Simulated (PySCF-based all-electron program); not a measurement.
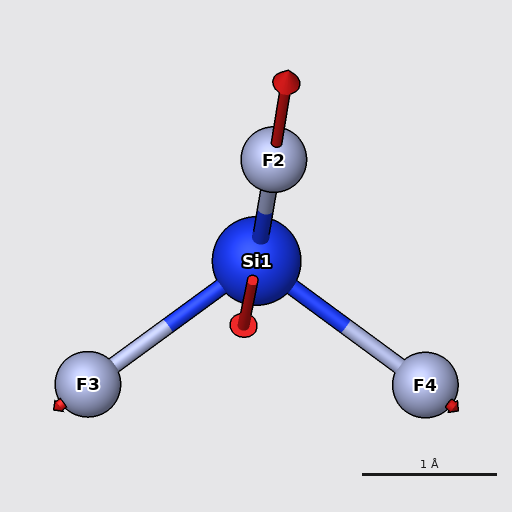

Arrows show the forces on the atoms, 0.1 Å of arrow for 1 eV/Å; forces under a tenth of the largest aren't drawn. The species is neutral and a spin doublet. Level of theory: PBE, all-electron, scalar-relativistic (spin-free Dirac), large uncontracted Gaussian sets (PySCF-based all-electron program).

Along which bond is the force strongest?

Si1–F2, now 1.417 Å: the forces push its atoms apart, so a first step downhill lengthens it.

List the force components in the frame of the picture (x right, y up, z towards the viewer), in eV/Å.

| atom | Fx | Fy | Fz |
| --- | --- | --- | --- |
| Si1 | −0.87 | −4.27 | −8.03 |
| F2 | 0.90 | 5.51 | 8.28 |
| F3 | −0.83 | −0.62 | −0.04 |
| F4 | 0.80 | −0.62 | −0.21 |
